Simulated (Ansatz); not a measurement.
The parent structure is ZrS₂ in the CdI2 type structure (space group P-3m1, No. 164; a = 3.6747 Å, c = 5.8608 Å; layered, stacked along the Cartesian z axis).

It is then changed as follows: the cell is scaled by 1.0597 in all directions, atoms relaxed at fixed cell.

Calculations: r2SCAN+rVV10, PAW, 500 eV (Ansatz, a program for electronic structure; no SOC), earlier PAW set.

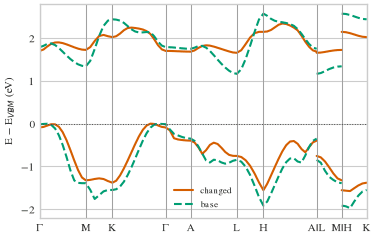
Fig. 1. Highest valence and lowest conduction band along the path, each from its own valence-band maximum

Read the changed gap and its character from the plot.

About 1.66 eV, indirect, K–Γ (71 % along) → L.

The cells carry an imposed strain or load. No phonon test of stability was made.
